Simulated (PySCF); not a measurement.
# Excited-state calculation of C5H10SSi

The run: excited-state calculation of C5H10SSi. Method and program: TDDFT CAM-B3LYP/def2-SVPD, vertical, gas phase, core orbitals frozen in the response (PySCF 2.14.0).

The geometry comes from this level: GFN2-xTB.

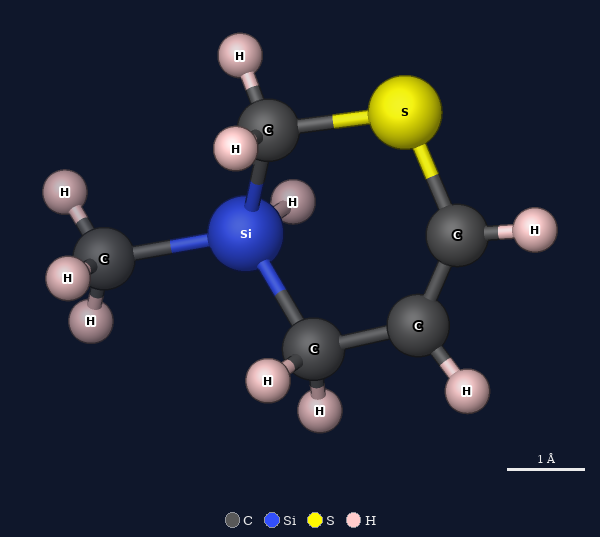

The structure (ball-and-stick view, seen at an oblique angle).

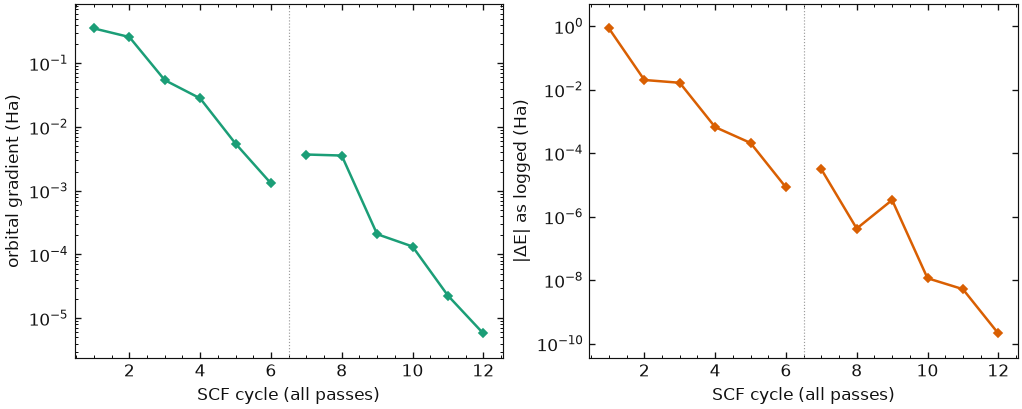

Convergence of the self-consistent field: orbital gradient and size of the energy change against the SCF cycle. The dotted line marks the change from a coarse to the final integration grid. The first 6 cycles use a coarse grid, the final grid takes over at cycle 7, and the field converges after 12 cycles in all.

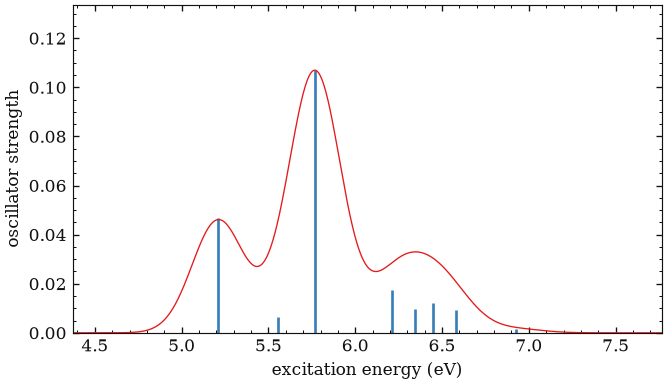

Computed excitations as sticks (degenerate states added up, dark ones marked on the axis), with a Gaussian envelope of 0.35 eV full width at half maximum, scaled to the tallest. Of the 8 states the lowest lies at 5.21 eV (f = 0.047); the strongest line is at 5.77 eV, or 215 nm (f = 0.107).

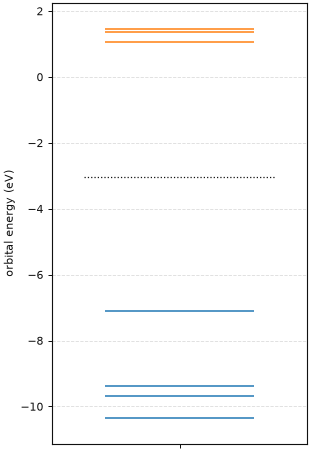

Orbital energies near the frontier; the dotted line parts filled from empty levels, and levels within 0.02 eV of each other stand side by side. Highest filled −7.10 eV, lowest empty 1.05 eV, 8.15 eV apart.

The input that produced these results follows, with the program's output.

**Input**
```
{"job": {"kind": "uv", "xc": "CAM-B3LYP", "basis": "def2-SVPD", "nstates": 8, "ntriplets": 3}, "charge": 0, "multiplicity": 1}
C      2.203843    -1.191787    -0.158223
Si     0.673180    -0.304440     0.523644
C     -0.916737    -0.950871    -0.296768
C     -2.100380    -0.061350    -0.082200
C     -2.116536     1.217477     0.270950
S     -0.820273     2.338924     0.620599
C      0.700737     1.530834     0.027596
H      3.112645    -0.804517     0.289165
H      2.291526    -1.081929    -1.234734
H      2.157722    -2.252584     0.062291
H      0.595121    -0.397215     1.988803
H     -1.168234    -1.949036     0.067515
H     -0.758199    -1.062696    -1.375411
H     -3.063823    -0.528658    -0.251612
H     -3.057332     1.733153     0.399019
H      1.508610     2.093997     0.488061
H      0.751132     1.682727    -1.049683
```

The first line tells a small driver script what to run in PySCF; the rest is the geometry in Å.

Launch command:
```bash
OMP_NUM_THREADS=1 python <driver script> task.json out
```

**Output**
```
coarse grid: 14880 points
cycle   1  E = -883.6298993626  dE =  8.472e-01  |g| = 3.514e-01  |ddm| = 6.666e+00
cycle   2  E = -883.6500327888  dE = -2.013e-02  |g| = 2.576e-01  |ddm| = 1.111e+00
cycle   3  E = -883.6664842879  dE = -1.645e-02  |g| = 5.430e-02  |ddm| = 4.453e-01
cycle   4  E = -883.6671440983  dE = -6.598e-04  |g| = 2.810e-02  |ddm| = 1.525e-01
cycle   5  E = -883.6673533369  dE = -2.092e-04  |g| = 5.479e-03  |ddm| = 6.018e-02
cycle   6  E = -883.6673616835  dE = -8.347e-06  |g| = 1.305e-03  |ddm| = 1.307e-02
final grid: 133432 points
cycle   7  E = -883.7821515836  dE = -3.096e-05  |g| = 3.697e-03  |ddm| = 8.162e-02
cycle   8  E = -883.7821520038  dE = -4.202e-07  |g| = 3.562e-03  |ddm| = 1.493e-02
cycle   9  E = -883.7821553323  dE = -3.328e-06  |g| = 2.081e-04  |ddm| = 6.555e-03
cycle  10  E = -883.7821553437  dE = -1.144e-08  |g| = 1.332e-04  |ddm| = 9.310e-04
cycle  11  E = -883.7821553489  dE = -5.171e-09  |g| = 2.264e-05  |ddm| = 3.127e-04
cycle  12  E = -883.7821553491  dE = -2.085e-10  |g| = 5.765e-06  |ddm| = 7.163e-05
converged SCF energy = -883.7821553491

Static polarisability (au): isotropic 101.963, principal 79.058 107.765 119.066

Singlet excitations
state   eV       nm        f      main configurations
  1   5.2089    238.0   0.04670   H->L 0.67, H->L+2 0.13
  2   5.5551    223.2   0.00644   H->L+1 0.82
  3   5.7708    214.8   0.10698   H->L+3 0.57, H->L+2 0.15, H->L+4 0.09
  4   6.2111    199.6   0.01761   H->L+3 0.28, H->L+2 0.28, H->L+4 0.18
  5   6.3465    195.4   0.00986   H->L+4 0.56, H->L+2 0.20, H->L+5 0.09
  6   6.4500    192.2   0.01209   H->L+5 0.46, H->L+7 0.13, H->L 0.10
  7   6.5791    188.5   0.00928   H->L+6 0.57, H->L+7 0.09
  8   6.9282    179.0   0.00159   H->L+8 0.28, H->L+7 0.25, H->L+6 0.19

Triplet excitations (Tamm-Dancoff, eV): 3.8246 5.0523 5.4332
```

**Summary**

| quantity | value |
| --- | --- |
| outcome | converged |
| total energy | −883.782155 hartree |
| HOMO | −7.10 eV |
| LUMO | 1.05 eV |
| dipole moment | 2.08 D |
| mean polarisability | 101.96 a.u. |
| lowest singlet excitation | 5.21 eV |
| hardware | 1 CPU thread, shared host |
| wall time | 86 s |
| peak memory | 1 GiB |
